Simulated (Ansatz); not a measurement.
# HfHCl3O (SMILES Cl[Hf](Cl)(Cl)O): BLYP/def2-SVP (core potential)

What is the energy change on altering one bond length of HfHCl3O at BLYP/def2-SVP (core potential)? 

The calculation is run with Ansatz 0.2.0.

1 further run of the same task is left out (it didn't finish).

**1. The system as given**

HfHCl3O has 6 atoms, charge 0, and is taken as a singlet. As SMILES, `Cl[Hf](Cl)(Cl)O`. The coordinates come from a PBE0-D4/def2-TZVP relaxation.

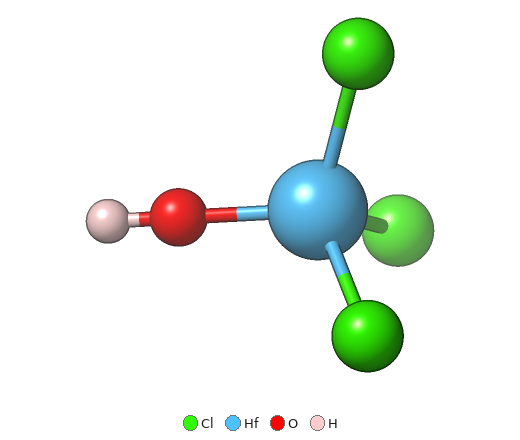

Viewed from a chosen angle; chlorine green, hafnium blue, oxygen red, hydrogen pink.

**2. A single-point energy at BLYP/def2-SVP (core potential)**

Contents of input.yaml:

```yaml
crystal:
  periodic: [false, false, false]
  atoms:
    - {symbol: Cl, position_ang: [0.876760, -0.101050, -2.336560]}
    - {symbol: Hf, position_ang: [-0.022850, -0.350510, -0.194310]}
    - {symbol: Cl, position_ang: [-2.262380, -0.999350, -0.349730]}
    - {symbol: Cl, position_ang: [1.185990, -1.965090, 0.985740]}
    - {symbol: O, position_ang: [0.084060, 1.291990, 0.717110]}
    - {symbol: H, position_ang: [0.138420, 2.124020, 1.177740]}
basis:
  gaussian: {orbitals: def2-SVP}
magnetization: {spin_polarized: false}
output: {orbitals: {seedname: orbitals}}
accuracy: high
hamiltonian: {xc: {name: BLYP}}
```

On the command line:

```bash
ansatz run input.yaml --threads 1 --pin off --max-ram 3480MiB --events-out events.jsonl --progress --plain --runs-dir runs
```

Log:

```text
Warning: RAYON_NUM_THREADS=1 ignored (pool sized by the plan → 1); use --threads N
Functional definition: BLYP
  name "BLYP"
  parameter beta = 0.0042
  parameter a = 0.04918
  parameter b = 0.132
  parameter c = 0.2533
  parameter d = 0.349
  exchange = b88_x(beta = beta)
  correlation = lyp_c(a = a, b = b, c = c, d = d)
2132 factors; integrals over basis functions are off by at most 4.0e-9 eV
mean field evaluation 1: about -40924.4446 eV, gradient 6.5e1 eV
mean field evaluation 2: about -40821.9126 eV, gradient 2.1e2 eV
mean field evaluation 4: about -40931.6031 eV, gradient 1.2e1 eV
mean field evaluation 8: about -40931.9955 eV, gradient 8.1e-1 eV
mean field evaluation 16: about -40931.9972 eV, gradient 4.4e-5 eV
mean field -40931.99724778 eV, -1504.2231541518 hartree, gradient 4.3e-8 eV, S^2 0.000000; 0 other end points of the search recorded, 0 dependent functions left out
reference -40931.99730605 eV, -1504.2231562931 hartree; 36, 36 occupied and 69, 69 virtual orbitals, 2132 factors
Total energy: -40931.99730605 eV, -1504.2231562931 hartree
```

It took 10 s on 1 thread of Arm Neoverse V2, shared host; peak memory 0.3 GiB.

**3. The distorted shape at the same level**

Contents of molecule.yaml:

```yaml
crystal:
  periodic: [false, false, false]
  atoms:
    - {symbol: Cl, position_ang: [1.011720, -0.063626, -2.657942]}
    - {symbol: Hf, position_ang: [-0.022850, -0.350510, -0.194310]}
    - {symbol: Cl, position_ang: [-2.262380, -0.999350, -0.349730]}
    - {symbol: Cl, position_ang: [1.185990, -1.965090, 0.985740]}
    - {symbol: O, position_ang: [0.084060, 1.291990, 0.717110]}
    - {symbol: H, position_ang: [0.138420, 2.124020, 1.177740]}
basis:
  gaussian: {orbitals: def2-SVP}
hamiltonian: {xc: {name: BLYP}}
accuracy: high
output: {orbitals: {seedname: orbitals}}
```

On the command line:

```bash
ansatz run molecule.yaml --threads 1 --pin off --max-ram 3480MiB --events-out events.jsonl --progress --plain --runs-dir runs
```

Log, cut to the lines that bear on the results:

```text
Warning: RAYON_NUM_THREADS=1 ignored (pool sized by the plan → 1); use --threads N
[... 9 set-up lines as earlier in the session ...]
2115 factors; integrals over basis functions are off by at most 4.0e-9 eV
mean field evaluation 1: about -40923.4879 eV, gradient 6.6e1 eV
mean field evaluation 2: about -40794.1478 eV, gradient 2.3e2 eV
mean field evaluation 4: about -40930.9672 eV, gradient 1.4e1 eV
mean field evaluation 8: about -40931.5493 eV, gradient 4.6e-1 eV
mean field evaluation 16: about -40931.5498 eV, gradient 5.4e-5 eV
mean field -40931.54980276 eV, -1504.2067108505 hartree, gradient 6.1e-8 eV, S^2 0.000000; 0 other end points of the search recorded, 0 dependent functions left out
reference -40931.54986206 eV, -1504.2067130299 hartree; 36, 36 occupied and 69, 69 virtual orbitals, 2115 factors
Total energy: -40931.54986206 eV, -1504.2067130299 hartree
```

Run time: 11 s. Hardware: 1 thread of Arm Neoverse V2, shared host; peak memory 0.3 GiB.

**4. Outcome**

At BLYP/def2-SVP (core potential):

| quantity | value |
| --- | --- |
| first shape: total energy | -1504.22316 Eh |
| first shape: HOMO energy | -7.58 eV |
| first shape: LUMO energy | -1.91 eV |
| first shape: HOMO–LUMO gap | 5.67 eV |
| distorted shape: total energy | -1504.20671 Eh |
| distorted shape: HOMO energy | -6.82 eV |
| distorted shape: LUMO energy | -2.48 eV |
| distorted shape: HOMO–LUMO gap | 4.34 eV |
| energy change with the Cl1–Hf2 bond stretched from 2.337 to 2.687 Å | 0.447 eV |

With the Cl1–Hf2 bond stretched from 2.337 to 2.687 Å the energy rises by 0.45 eV (43.2 kJ/mol). The first shape isn't relaxed at this level, so the change isn't measured from a minimum.
